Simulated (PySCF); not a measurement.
## Run report: C3H3Cl3Si, NMR shielding calculation

- system: C3H3Cl3Si, SMILES C=C=C[Si](Cl)(Cl)Cl
- method: GIAO PBE0/pcSseg-1 NMR shielding, non-relativistic, gas phase (PySCF 2.14.0)

The geometry comes from this level: PBE0-D3(BJ)/def2-SVP. Figures and captions count atoms from 1; the log counts them from 0 in places.

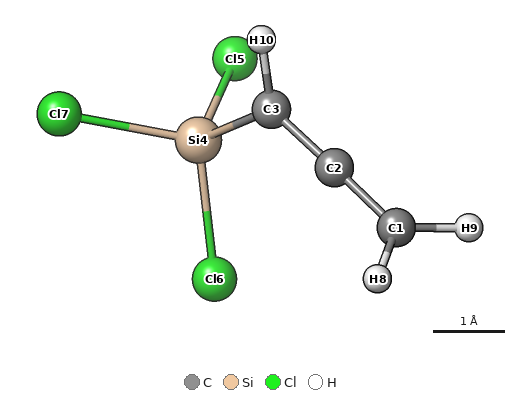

*The input geometry (ball-and-stick view, seen at a tilt; atoms are numbered from 1 in the order of the input).*

**Results in brief**

```tsv
quantity	value
outcome	converged
total energy	−1785.524153 hartree
HOMO	−8.21 eV
LUMO	−1.09 eV
dipole moment	2.64 D
isotropic shielding, C	−44.5 to 105.7 ppm
isotropic shielding, Si	329.3 ppm
isotropic shielding, Cl	787.6 to 825.4 ppm
isotropic shielding, H	26.1 ppm
hardware	1 CPU thread, shared host
wall time	13 s
peak memory	1.1 GiB
```

**Input file**
```
{"job": {"kind": "nmr", "xc": "PBE0", "basis": "pcSseg-1"}, "charge": 0, "multiplicity": 1}
C      2.202721    -0.173178    -0.466544
C      1.094770    -0.007861     0.202145
C     -0.037856     0.153721     0.841476
Si    -1.661612     0.063403    -0.022296
Cl    -2.553551     1.911162    -0.064908
Cl    -1.439314    -0.601269    -1.944504
Cl    -2.911183    -1.205920     0.995733
H      2.647481    -1.165972    -0.581745
H      2.712916     0.679067    -0.925403
H     -0.036602     0.356157     1.920987
```

The first line tells a small driver script what to run in PySCF; the rest is the geometry in Å.

**The program's output**
```
coarse grid: 11616 points
cycle   1  E = -1785.4240484299  dE =  8.759e-01  |g| = 4.742e-01  |ddm| = 3.350e+00
cycle   2  E = -1785.3960762736  dE =  2.797e-02  |g| = 5.958e-01  |ddm| = 1.151e+00
cycle   3  E = -1785.4839900869  dE = -8.791e-02  |g| = 8.612e-02  |ddm| = 6.940e-01
cycle   4  E = -1785.4856466283  dE = -1.657e-03  |g| = 4.024e-02  |ddm| = 1.119e-01
cycle   5  E = -1785.4860630559  dE = -4.164e-04  |g| = 1.020e-02  |ddm| = 3.832e-02
cycle   6  E = -1785.4860902441  dE = -2.719e-05  |g| = 1.717e-03  |ddm| = 1.044e-02
cycle   7  E = -1785.4860909538  dE = -7.097e-07  |g| = 7.583e-04  |ddm| = 2.483e-03
final grid: 96904 points
cycle   8  E = -1785.5241449926  dE = -2.887e-05  |g| = 6.125e-03  |ddm| = 2.455e-02
cycle   9  E = -1785.5241446967  dE =  2.959e-07  |g| = 5.412e-03  |ddm| = 1.029e-02
cycle  10  E = -1785.5241522829  dE = -7.586e-06  |g| = 1.297e-03  |ddm| = 6.085e-03
cycle  11  E = -1785.5241526514  dE = -3.685e-07  |g| = 4.078e-04  |ddm| = 1.292e-03
cycle  12  E = -1785.5241526904  dE = -3.901e-08  |g| = 4.370e-05  |ddm| = 2.970e-04
cycle  13  E = -1785.5241526908  dE = -3.829e-10  |g| = 1.526e-05  |ddm| = 5.576e-05
```

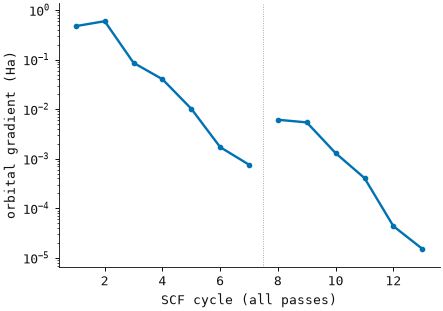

*Convergence of the self-consistent field: orbital gradient against the SCF cycle. The dotted line marks the change from a coarse to the final integration grid.*

The first 7 cycles use a coarse grid, the final grid takes over at cycle 8, and the field converges after 13 cycles in all.

```
converged SCF energy = -1785.5241526908

GIAO shielding tensors (ppm)
atom      isotropic    diamagn.    paramagn.     s11        s22        s33       span
  0 C      105.670     262.316    -156.647     10.856    139.087    167.066    156.210
  1 C      -44.504     263.480    -307.984    -79.596    -59.710      5.794     85.390
  2 C       98.601     266.032    -167.431     22.194    122.045    151.564    129.370
  3 Si     329.302     875.050    -545.748    321.179    328.959    337.769     16.590
  4 Cl     787.623    1146.724    -359.100    672.713    737.071    953.086    280.374
  5 Cl     825.422    1148.535    -323.113    695.051    813.044    968.170    273.119
  6 Cl     795.844    1146.506    -350.662    679.721    748.728    959.084    279.363
  7 H       26.158      29.390      -3.232     24.051     24.376     30.049      5.998
  8 H       26.169      29.421      -3.253     24.160     24.321     30.024      5.864
  9 H       26.121      29.375      -3.254     23.250     26.510     28.604      5.354
```

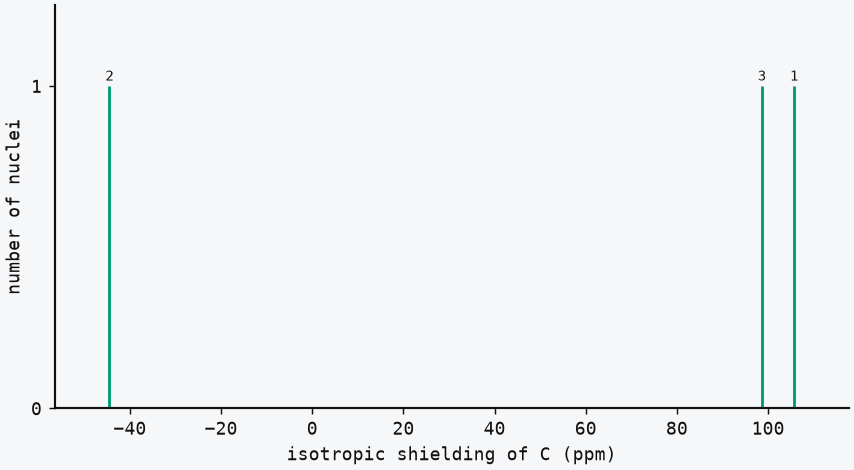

*Isotropic shieldings of the carbon nuclei in this fixed geometry, labelled by atom number; shielding grows to the right, so chemical shift grows to the left.*

The least shielded is C2 (−44.5 ppm), the most shielded C1 (105.7 ppm).

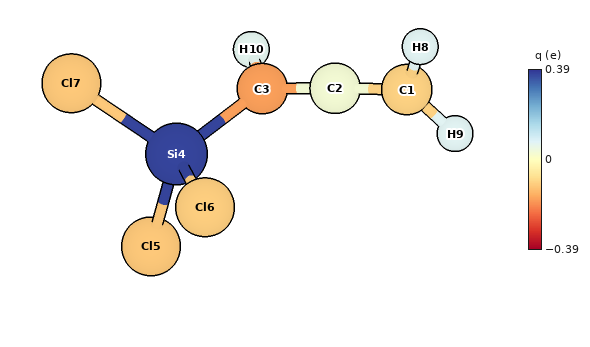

*Hirshfeld charges, as the colour of each atom (ball-and-stick view, seen at a tilt; atoms are numbered from 1 in the order of the input).*

By element: C −0.17 to +0.03, Si +0.37, Cl −0.12 to −0.11 and H +0.07 e.
